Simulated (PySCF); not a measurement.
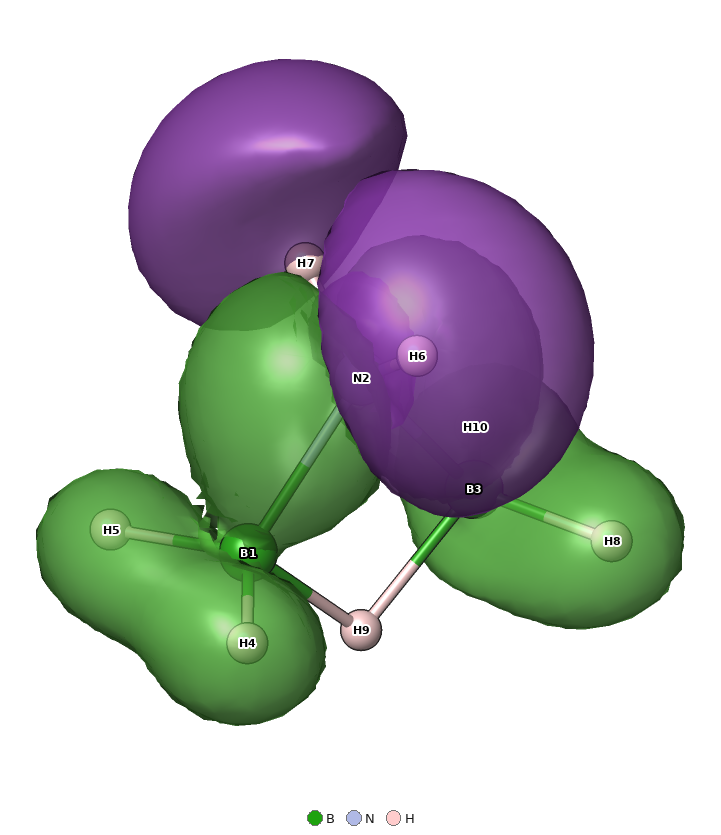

Figure 1: B2H7N, SMILES `B[NH2+][BH3-]`. Unrelaxed difference density of T₃ less the ground state (full linear response triplet states), ±0.015 e/Å³; purple: gain, green: loss.

Computed with PySCF, CAM-B3LYP/def2-SVPD, geometry: GFN2-xTB. No frequency check shows the geometry to be a minimum.

The calculation's input:

```python
import numpy as np
from pyscf import gto, scf, dft, tdscf
from pyscf.scf import atom_ks, atom_hf
from scipy.linalg import block_diag

def solve(mol, dm0=None, hcore=None):
    mf = (dft.UKS if mol.spin else dft.RKS)(mol, xc='camb3lyp')
    mf.grids.level = 3
    mf = mf.density_fit(auxbasis='def2-universal-jkfit')
    mf.conv_tol, mf.max_cycle = 1e-8, 80
    if hcore is not None:
        mf.get_hcore = lambda *args: hcore
    mf.kernel(dm0)
    if not mf.converged:
        mf = mf.newton().run(mf.mo_coeff, mf.mo_occ, max_cycle=30)
    assert mf.converged, 'SCF not converged'
    return mf

mol = gto.M(atom='''
B     -0.96840    -0.44408    -0.00001
N      0.00002     0.76689     0.00007
B      0.96846    -0.44400    -0.00006
H     -1.56349    -0.56474     1.01012
H     -1.56366    -0.56426    -1.01014
H      0.00019     1.34894     0.82519
H     -0.00028     1.34907    -0.82500
H      1.56350    -0.56493     1.01004
H     -0.00023    -1.36741    -0.00010
H      1.56356    -0.56445    -1.01022
''', basis='def2-svpd', charge=0, spin=0, verbose=4)
mf = solve(mol)
td = mf.TDDFT()
td.nstates, td.singlet, td.conv_tol = 4, False, 1e-5
td.kernel()
td.analyze()
x, y = np.array([p[0] for p in td.xy]), np.array([p[1] + 0 * p[0] for p in td.xy])
f, mu = np.zeros(len(td.e)), np.zeros((len(td.e), 3))
nto = [td.get_nto(state=i + 1, verbose=4) for i in range(len(td.e))]
# spherically averaged free atoms, for the promolecule
atm = atom_ks.get_atm_nrks(mol, xc='camb3lyp')
pro = block_diag(*[(atm[a[0]][2] * atm[a[0]][3]) @ atm[a[0]][2].T for a in mol._atom])
np.savez('result.npz', e=td.e, f=f, ok=td.converged, w=[n[0] for n in nto], nto=[n[1] for n in nto], x=x, y=y, c=mf.mo_coeff, occ=mf.mo_occ, eps=mf.mo_energy, pro=pro, mu=mu)
```

Run with:

```sh
OMP_NUM_THREADS=1 python input.py
```

The run took 7.6 min on 1 thread of Arm Neoverse V2 (shared host), peak memory 0.66 GiB.

> How does the charge move on excitation?

0.78 e is displaced in all, of which about 0.4 e passes between atoms: N2 (0.28 e) and B1 and B3 (0.05 e each) lose electrons and H6 and H7 (0.22 e each) gain them. The state: 8.39 eV (148 nm), spin-forbidden from the singlet ground state, partly diffuse acceptor orbital; the leading pair carries 94 %; hole on N2 (42 %), B1 and B3 (15 % each) and H4, H5, H8 and H10 (5 % each), electron on H6 and H7 (25 % each), N2 (14 %) and B1 and B3 (10 % each) (atom shares of so diffuse an orbital are rough); their centroids lie 1.1 Å apart.
